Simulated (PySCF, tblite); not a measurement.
# C36H96Si12: NMR shifts, part 2 of 2

tblite 0.8.0 and PySCF 2.14.0. Atoms count from 0.

## 3. NMR shifts: GIAO KT3/pcSseg-1

The job: settings as JSON, then the geometry in Å.

```
{"job": {"kind": "nmr", "xc": "KT3", "basis": "pcSseg-1", "pop": false}, "charge": 0, "multiplicity": 1}
C     -1.328768    -6.363275    -0.499643
Si    -2.001814    -4.889391     0.508723
C     -1.136506    -4.901865     2.213543
C     -3.871133    -5.183116     0.810199
Si    -5.034599    -5.466126    -0.684650
C     -5.192192    -7.352618    -0.963858
C     -4.399391    -4.709375    -2.314823
C     -6.767770    -4.753892    -0.288616
Si    -7.002041    -2.854210    -0.400319
C     -8.580762    -2.390776     0.573821
C     -7.266180    -2.360191    -2.223756
C     -5.492691    -1.968556     0.361916
Si    -5.159335    -0.117645     0.006115
C     -6.775675     0.893822     0.048832
C     -4.354828     0.041363    -1.714647
C     -3.978874     0.506344     1.379613
Si    -3.038352     2.158775     1.149867
C     -4.201741     3.509837     0.471101
C     -2.422510     2.710731     2.872968
C     -1.573771     1.881249    -0.042977
Si    -0.198684     3.204625    -0.208833
C     -0.937767     4.961293    -0.190575
C      1.007780     3.058208     1.260915
C      0.682949     2.866304    -1.873966
Si     2.251696     3.847166    -2.365762
C      2.645105     3.400844    -4.182253
C      1.940933     5.725248    -2.268411
C      3.713107     3.315426    -1.257098
Si     5.241842     4.447059    -1.100284
C      5.837233     5.025431    -2.822710
C      4.810313     5.998877    -0.075481
C      6.698990     3.509845    -0.285376
Si     6.501326     2.768843     1.464618
C      8.141930     1.900303     1.922808
C      6.223118     4.172246     2.731513
C      5.057584     1.532765     1.637671
Si     5.121146    -0.135598     0.710291
C      6.034362    -0.043819    -0.965817
C      6.087070    -1.386166     1.779904
C      3.333739    -0.722715     0.350974
Si     2.282194    -1.435359     1.777218
C      2.950936    -3.133980     2.335404
C      2.322066    -0.280347     3.297624
C      0.458446    -1.632416     1.229301
Si     0.082449    -2.507569    -0.428858
C      1.324005    -3.892111    -0.851481
C      0.177837    -1.229220    -1.846694
C     -1.695133    -3.222364    -0.376425
H     -1.629387    -7.304477    -0.049657
H     -0.246207    -6.358804    -0.552437
H     -1.706921    -6.354243    -1.515971
H     -0.067981    -4.741063     2.117237
H     -1.528384    -4.126918     2.864764
H     -1.282567    -5.852501     2.717574
H     -4.256642    -4.351928     1.396315
H     -3.961063    -6.056802     1.455797
H     -4.219007    -7.812114    -1.102807
H     -5.787613    -7.577927    -1.843280
H     -5.665273    -7.841650    -0.118114
H     -3.458721    -5.154722    -2.621087
H     -5.113348    -4.874428    -3.115932
H     -4.247396    -3.639790    -2.225458
H     -7.041972    -5.077910     0.714771
H     -7.492074    -5.222841    -0.953774
H     -9.442161    -2.946724     0.216491
H     -8.470305    -2.606858     1.631787
H     -8.811051    -1.335325     0.479388
H     -6.396222    -2.591266    -2.827194
H     -8.111446    -2.888464    -2.654012
H     -7.461900    -1.297528    -2.321089
H     -5.550553    -2.097249     1.442476
H     -4.605063    -2.512655     0.046936
H     -7.463527     0.576054    -0.727601
H     -6.583689     1.950784    -0.096441
H     -7.283312     0.781449     1.001230
H     -4.968032    -0.424252    -2.478478
H     -4.219755     1.081553    -1.992281
H     -3.380977    -0.436743    -1.738485
H     -3.235407    -0.269786     1.561170
H     -4.560027     0.572995     2.299080
H     -5.114264     3.569447     1.055573
H     -3.735510     4.488455     0.495228
H     -4.481267     3.306989    -0.557448
H     -1.896980     3.658647     2.825182
H     -3.251209     2.832048     3.564114
H     -1.745373     1.979413     3.302405
H     -1.093653     0.943947     0.235532
H     -1.991158     1.710021    -1.033610
H     -1.415061     5.174362     0.760202
H     -0.171443     5.711635    -0.345732
H     -1.682843     5.087607    -0.968614
H      1.568886     2.130065     1.219259
H      1.716951     3.880137     1.273218
H      0.474070     3.074708     2.204982
H     -0.056397     2.999779    -2.663899
H      0.940000     1.807680    -1.897824
H      1.890048     3.791980    -4.856975
H      3.602757     3.802802    -4.493466
H      2.680547     2.325339    -4.323182
H      0.988133     5.991183    -2.714928
H      1.933507     6.070271    -1.240642
H      2.714225     6.277834    -2.792045
H      3.322831     3.163050    -0.255368
H      4.044540     2.334118    -1.591655
H      6.709762     5.666660    -2.741524
H      5.066857     5.586706    -3.340945
H      6.108682     4.183354    -3.451375
H      5.697558     6.433121     0.373530
H      4.348658     6.763515    -0.690834
H      4.119635     5.764327     0.727531
H      6.993252     2.707300    -0.958414
H      7.551391     4.189462    -0.254199
H      8.957266     2.613240     1.998181
H      8.422071     1.162617     1.178175
H      8.066728     1.388958     2.877139
H      5.238389     4.613179     2.624245
H      6.951778     4.967483     2.611879
H      6.307055     3.804385     3.749557
H      4.141357     2.046529     1.359798
H      4.951040     1.308587     2.698150
H      5.575324     0.668575    -1.642659
H      7.070865     0.248171    -0.835526
H      6.029939    -1.010939    -1.460088
H      5.692234    -1.437081     2.788614
H      7.132129    -1.104319     1.855311
H      6.047005    -2.385951     1.360665
H      3.374470    -1.475812    -0.434169
H      2.791503     0.118672    -0.079597
H      3.158373    -3.780011     1.490172
H      2.234879    -3.644895     2.972039
H      3.871112    -3.031455     2.899748
H      1.643998    -0.628719     4.070633
H      2.031474     0.732991     3.043982
H      3.315755    -0.236658     3.730640
H      0.009352    -0.640104     1.191633
H     -0.070539    -2.161234     2.019727
H      2.316421    -3.492360    -1.031606
H      1.402087    -4.619287    -0.051489
H      1.018717    -4.421752    -1.748541
H      1.153471    -0.755692    -1.881869
H      0.008175    -1.698482    -2.811002
H     -0.562714    -0.445322    -1.729381
H     -2.336857    -2.470269     0.081951
H     -2.046726    -3.322892    -1.401066
```

With the program's defaults for keys left out, this is: GIAO KT3/pcSseg-1 NMR shielding, non-relativistic, gas phase.

Log:

```text
start: PBE on a coarse grid of 108957 points
cycle   1  E = -4897.8505131222  dE =  1.923e+00  |g| = 2.542e+00  |ddm| = 1.118e+01
cycle   2  E = -4895.8041683134  dE =  2.046e+00  |g| = 3.664e+00  |ddm| = 5.884e+00
cycle   3  E = -4899.5065811879  dE = -3.702e+00  |g| = 1.430e-01  |ddm| = 3.940e+00
cycle   4  E = -4899.5101978715  dE = -3.617e-03  |g| = 1.010e-01  |ddm| = 3.961e-01
cycle   5  E = -4899.5131078551  dE = -2.910e-03  |g| = 2.289e-02  |ddm| = 1.649e-01
cycle   6  E = -4899.5132441596  dE = -1.363e-04  |g| = 4.349e-03  |ddm| = 3.020e-02
final grid: 908020 points
cycle   7  E = -4954.8372986697  dE = -1.651e-01  |g| = 4.196e-01  |ddm| = 1.131e+00
cycle   8  E = -4954.8444845030  dE = -7.186e-03  |g| = 1.964e-01  |ddm| = 3.578e-01
cycle   9  E = -4954.8467218617  dE = -2.237e-03  |g| = 2.565e-02  |ddm| = 1.378e-01
cycle  10  E = -4954.8469135213  dE = -1.917e-04  |g| = 3.020e-03  |ddm| = 3.275e-02
cycle  11  E = -4954.8469136661  dE = -1.448e-07  |g| = 1.819e-03  |ddm| = 6.211e-03
cycle  12  E = -4954.8469096312  dE =  4.035e-06  |g| = 2.791e-04  |ddm| = 2.674e-03
cycle  13  E = -4954.8469126809  dE = -3.050e-06  |g| = 1.245e-04  |ddm| = 5.294e-04
cycle  14  E = -4954.8469136859  dE = -1.005e-06  |g| = 2.730e-05  |ddm| = 1.912e-04
converged SCF energy = -4954.8469136859

GIAO shielding tensors (ppm)
atom      isotropic    diamagn.    paramagn.     s11        s22        s33       span
  0 C      182.482     261.267     -78.785    177.852    181.792    187.801      9.949
  1 Si     360.815     897.322    -536.507    349.078    364.485    368.883     19.804
  2 C      180.923     268.003     -87.080    175.447    180.574    186.749     11.302
  3 C      176.951     268.496     -91.545    171.789    174.135    184.929     13.141
  4 Si     362.152     881.939    -519.788    353.892    358.035    374.528     20.635
  5 C      180.748     247.408     -66.660    173.600    177.380    191.266     17.666
  6 C      181.828     264.923     -83.096    178.769    181.512    185.201      6.432
  7 C      176.221     255.311     -79.090    168.438    176.525    183.699     15.261
  8 Si     361.595     883.692    -522.097    354.847    362.714    367.223     12.376
  9 C      181.064     248.305     -67.241    175.356    177.388    190.448     15.092
 10 C      182.667     257.950     -75.283    178.493    183.389    186.118      7.625
 11 C      175.384     279.374    -103.990    168.819    174.394    182.938     14.119
 12 Si     360.777     900.970    -540.193    353.613    363.368    365.351     11.738
 13 C      182.802     260.555     -77.754    177.621    182.923    187.860     10.239
 14 C      182.839     277.112     -94.273    180.962    181.192    186.363      5.401
 15 C      173.642     281.790    -108.149    166.665    167.928    186.333     19.667
 16 Si     362.322     903.189    -540.866    356.168    363.280    367.519     11.352
 17 C      182.394     264.436     -82.041    178.367    182.331    186.485      8.119
 18 C      181.229     269.432     -88.202    175.445    181.095    187.149     11.705
 19 C      173.819     294.048    -120.229    166.473    171.545    183.440     16.967
 20 Si     361.026     908.785    -547.759    353.939    361.681    367.457     13.519
 21 C      182.144     268.446     -86.301    176.611    183.435    186.386      9.775
 22 C      180.485     281.721    -101.236    176.167    180.122    185.166      8.999
 23 C      173.502     286.931    -113.430    165.566    169.501    185.437     19.870
 24 Si     362.359     901.295    -538.936    355.302    362.734    369.040     13.739
 25 C      181.132     264.726     -83.594    175.269    177.784    190.345     15.076
 26 C      182.175     264.091     -81.916    179.628    182.360    184.537      4.909
 27 C      177.566     287.590    -110.024    173.120    178.040    181.539      8.420
 28 Si     361.164     887.754    -526.590    352.291    363.477    367.724     15.433
 29 C      180.738     253.602     -72.865    174.719    179.685    187.810     13.091
 30 C      182.064     255.891     -73.826    179.116    180.870    186.207      7.091
 31 C      176.048     261.314     -85.265    169.594    176.578    181.974     12.380
 32 Si     361.263     885.408    -524.145    350.622    363.964    369.202     18.579
 33 C      181.177     250.987     -69.810    176.316    178.182    189.034     12.717
 34 C      180.901     255.081     -74.180    176.532    177.780    188.392     11.861
 35 C      177.396     281.590    -104.194    171.926    176.393    183.870     11.944
 36 Si     362.071     900.261    -538.191    354.788    357.094    374.331     19.543
 37 C      179.834     267.255     -87.421    174.908    178.436    186.158     11.250
 38 C      181.727     261.705     -79.978    177.803    180.255    187.121      9.318
 39 C      176.198     290.302    -114.104    168.493    174.173    185.928     17.435
 40 Si     361.283     906.992    -545.709    355.455    360.506    367.889     12.434
 41 C      182.085     267.548     -85.463    175.707    182.685    187.862     12.155
 42 C      180.702     274.531     -93.829    176.202    179.598    186.306     10.104
 43 C      176.713     293.265    -116.553    170.633    173.859    185.646     15.013
 44 Si     361.725     911.184    -549.459    355.072    357.009    373.093     18.021
 45 C      181.463     273.991     -92.528    177.214    182.081    185.094      7.880
 46 C      179.111     283.339    -104.228    173.950    177.253    186.129     12.179
 47 C      176.531     290.287    -113.756    171.045    172.594    185.953     14.909
 48 H       31.777      31.308       0.469     26.745     29.804     38.780     12.035
 49 H       31.635      40.997      -9.362     25.398     31.618     37.887     12.489
 50 H       31.675      40.303      -8.628     28.171     30.658     36.196      8.025
 51 H       31.621      49.025     -17.404     25.761     30.150     38.952     13.192
 52 H       31.700      49.304     -17.604     29.173     30.502     35.424      6.251
 53 H       31.762      35.555      -3.793     26.652     29.556     39.079     12.427
 54 H       31.653      49.020     -17.367     27.723     30.429     36.807      9.084
 55 H       32.011      34.641      -2.630     26.781     31.357     37.896     11.115
 56 H       31.690      30.018       1.672     25.802     32.130     37.138     11.335
 57 H       31.827      21.902       9.926     27.192     29.121     39.168     11.976
 58 H       31.779      22.348       9.431     27.851     28.804     38.683     10.831
 59 H       31.643      43.933     -12.290     27.638     30.535     36.756      9.118
 60 H       31.778      32.687      -0.909     27.774     29.389     38.171     10.397
 61 H       31.553      53.655     -22.102     27.349     30.359     36.952      9.603
 62 H       31.974      27.907       4.067     27.693     31.077     37.154      9.461
 63 H       32.066      21.582      10.484     26.457     30.897     38.845     12.387
 64 H       31.766      18.370      13.396     26.956     28.777     39.564     12.609
 65 H       31.835      29.838       1.997     28.142     29.929     37.434      9.292
 66 H       31.674      29.303       2.370     25.757     32.006     37.258     11.501
 67 H       31.602      42.671     -11.069     28.502     30.549     35.755      7.253
 68 H       31.832      24.082       7.750     27.456     28.380     39.661     12.205
 69 H       31.704      36.634      -4.930     26.792     31.387     36.932     10.140
 70 H       32.054      48.398     -16.344     29.220     32.393     34.550      5.330
 71 H       31.567      61.667     -30.100     22.988     32.068     39.644     16.656
 72 H       31.686      33.784      -2.097     26.513     30.805     37.741     11.229
 73 H       31.629      38.821      -7.193     24.924     31.568     38.394     13.470
 74 H       31.791      35.505      -3.715     27.564     30.255     37.552      9.988
 75 H       31.625      47.459     -15.834     26.916     29.627     38.332     11.416
 76 H       31.762      51.619     -19.857     27.576     30.095     37.616     10.040
 77 H       31.617      61.940     -30.323     26.512     30.188     38.152     11.640
 78 H       31.904      63.692     -31.788     26.059     32.574     37.079     11.020
 79 H       31.952      47.311     -15.359     27.082     32.203     36.572      9.490
 80 H       31.752      36.449      -4.697     26.392     30.499     38.367     11.975
 81 H       31.608      40.429      -8.821     25.356     31.346     38.122     12.767
 82 H       31.755      44.888     -13.134     28.689     30.862     35.713      7.024
 83 H       31.663      44.953     -13.290     27.025     30.927     37.037     10.012
 84 H       31.769      39.485      -7.716     26.992     29.319     38.997     12.006
 85 H       31.674      52.465     -20.791     28.457     30.246     36.319      7.863
 86 H       31.637      72.037     -40.399     24.433     31.685     38.793     14.360
 87 H       31.858      63.583     -31.725     27.335     31.311     36.929      9.594
 88 H       31.693      43.495     -11.803     26.962     31.067     37.049     10.088
 89 H       31.643      42.784     -11.141     25.239     30.622     39.068     13.829
 90 H       31.800      44.225     -12.425     27.049     31.183     37.167     10.118
 91 H       31.497      65.240     -33.743     25.688     29.733     39.070     13.382
 92 H       31.628      50.514     -18.886     27.851     28.788     38.244     10.393
 93 H       31.465      54.282     -22.817     27.072     30.239     37.083     10.011
 94 H       32.035      54.522     -22.487     27.043     32.428     36.634      9.590
 95 H       31.672      66.206     -34.535     26.116     30.715     38.184     12.068
 96 H       31.796      39.099      -7.303     27.592     28.991     38.804     11.212
 97 H       31.652      37.505      -5.853     25.901     30.880     38.174     12.273
 98 H       31.819      47.854     -16.035     27.825     30.829     36.801      8.976
 99 H       31.775      39.298      -7.523     26.594     30.795     37.935     11.342
100 H       31.713      44.572     -12.858     29.404     31.148     34.587      5.184
101 H       31.673      32.929      -1.256     26.709     30.284     38.027     11.318
102 H       31.758      63.451     -31.694     25.186     32.377     37.710     12.523
103 H       31.914      59.915     -28.001     27.435     30.633     37.673     10.238
104 H       31.730      21.428      10.302     26.952     28.821     39.416     12.464
105 H       31.672      32.904      -1.232     26.326     31.848     36.844     10.519
106 H       31.713      34.280      -2.567     28.409     30.107     36.624      8.216
107 H       31.756      25.797       5.959     26.626     30.083     38.560     11.934
108 H       31.657      30.905       0.752     26.970     30.628     37.371     10.401
109 H       31.790      43.255     -11.465     29.467     30.526     35.376      5.908
110 H       31.827      38.656      -6.829     28.982     30.541     35.958      6.976
111 H       32.107      23.678       8.429     26.527     30.812     38.981     12.454
112 H       31.756      20.178      11.579     26.777     28.877     39.615     12.838
113 H       31.715      31.339       0.376     27.296     31.953     35.896      8.600
114 H       31.805      30.616       1.188     27.154     30.607     37.654     10.500
115 H       31.771      41.598      -9.827     28.057     30.982     36.274      8.217
116 H       31.830      24.744       7.086     27.418     29.115     38.956     11.538
117 H       31.782      32.193      -0.411     27.780     29.174     38.390     10.610
118 H       31.706      61.091     -29.385     25.189     31.464     38.465     13.276
119 H       31.964      49.621     -17.657     27.519     32.115     36.256      8.737
120 H       31.569      49.580     -18.010     28.429     29.416     36.862      8.433
121 H       31.642      35.236      -3.594     27.368     29.977     37.582     10.214
122 H       31.734      41.797     -10.062     27.400     29.832     37.972     10.572
123 H       31.804      41.778      -9.974     27.831     31.373     36.208      8.377
124 H       31.636      32.595      -0.959     25.715     30.676     38.516     12.801
125 H       31.791      38.763      -6.972     26.802     30.796     37.774     10.972
126 H       31.911      58.767     -26.856     26.548     31.672     37.514     10.966
127 H       31.788      69.549     -37.760     24.788     33.145     37.432     12.644
128 H       31.700      45.528     -13.828     28.103     30.977     36.020      7.916
129 H       31.733      43.586     -11.852     26.294     30.704     38.203     11.909
130 H       31.702      40.898      -9.196     25.674     30.943     38.488     12.813
131 H       31.739      47.950     -16.210     27.774     29.592     37.852     10.078
132 H       31.494      56.485     -24.990     28.181     28.894     37.407      9.226
133 H       31.777      46.219     -14.442     27.343     30.218     37.770     10.427
134 H       31.676      70.306     -38.629     25.264     30.918     38.846     13.583
135 H       31.833      61.359     -29.526     27.220     30.099     38.181     10.960
136 H       31.643      50.834     -19.191     26.154     30.618     38.157     12.003
137 H       31.587      47.732     -16.145     27.813     31.424     35.524      7.711
138 H       31.761      46.670     -14.910     27.066     30.491     37.724     10.658
139 H       31.628      61.519     -29.891     26.891     29.307     38.685     11.794
140 H       31.753      53.148     -21.396     27.914     30.022     37.322      9.409
141 H       31.426      64.441     -33.014     26.207     29.956     38.116     11.909
142 H       31.722      66.755     -35.034     23.780     32.621     38.765     14.985
143 H       31.850      59.151     -27.301     26.917     30.552     38.080     11.163
```

Wall time 1.9 min (8 threads of Arm Neoverse V2, shared host); peak memory 5.3 GiB.

Shifts follow as δ = σ(reference) − σ, with reference shieldings (ppm) from runs at the same level and on the same kind of geometry: ¹H TMS 31.76, ¹³C TMS 184.7, ²⁹Si TMS 361.6. The references are single molecules in the gas phase. Atoms listed in one row are averaged.

```
                               atoms                                   environment  σ (ppm)  δ (ppm)
    C3, C7, C11, C15, C19 and 7 more                        sp3 CH2 bonded to 2 Si    175.8      8.9
      C0, C2, C5, C6, C9 and 19 more                    methyl carbon bonded to Si    181.4      3.2
 H48, H49, H50, H51, H52 and 67 more      hydrogen on a methyl carbon bonded to Si    31.70     0.06
 H54, H55, H62, H63, H70 and 19 more         hydrogen on an sp3 CH2 bonded to 2 Si    31.85    -0.10
Si1, Si4, Si8, Si12, Si16 and 7 more  silicon bonded to 4 C, in a 24-membered ring    361.5      0.1
```

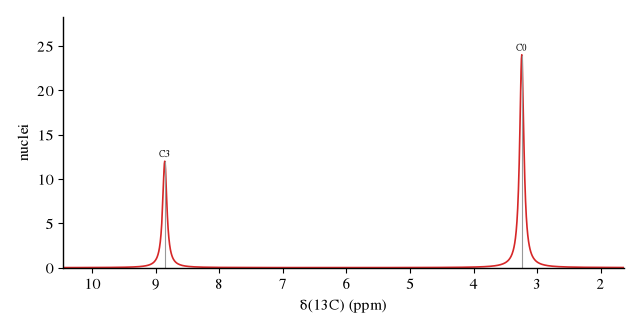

¹³C lines at the computed shifts, without couplings. Lines are broadened to a width of 0.08 ppm (Lorentzian).

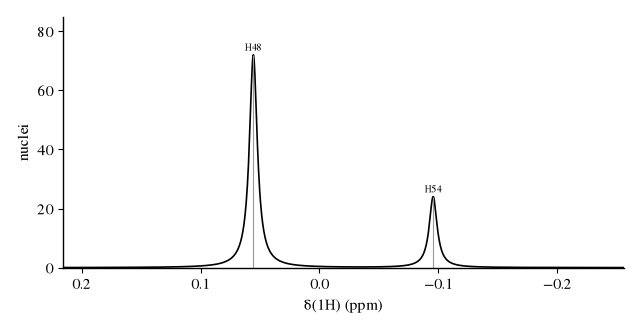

¹H lines at the computed shifts, without couplings. Lines are broadened to a width of 0.01 ppm (Lorentzian).

## 4. Summary of results

The summary covers parts 1 to 2.

| quantity | value |
| --- | --- |
| ¹³C shifts against TMS (KT3/pcSseg-1, means over atoms taken as alike) | 8.9, 3.2 ppm |
| ¹H shifts against TMS (KT3/pcSseg-1, means over atoms taken as alike) | 0.06, -0.10 ppm |
| ²⁹Si shifts against TMS (KT3/pcSseg-1, means over atoms taken as alike) | 0.1 ppm |

What this shows: The values above hold for this geometry and these levels alone.
